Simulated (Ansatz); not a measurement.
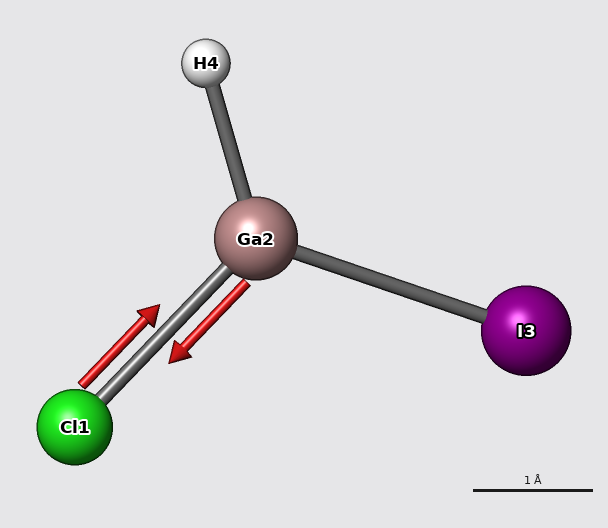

Arrows show the forces on the atoms, 0.9 Å of arrow for 1 eV/Å; forces under a tenth of the largest aren't drawn. Level of theory: PBE0-D4/def2-TZVP (Ansatz 0.2.0).

### Along which bond is the force strongest?

Cl1–Ga2, now 2.216 Å: the forces pull its atoms together, so a first step downhill shortens it.

List the force components in the frame of the picture (x right, y up, z towards the viewer), in eV/Å.

| atom | Fx | Fy | Fz |
| --- | --- | --- | --- |
| Cl1 | 0.74 | 0.77 | −0.09 |
| Ga2 | −0.74 | −0.77 | 0.09 |
| I3 | 0.00 | 0.00 | 0.00 |
| H4 | 0.00 | 0.00 | 0.00 |
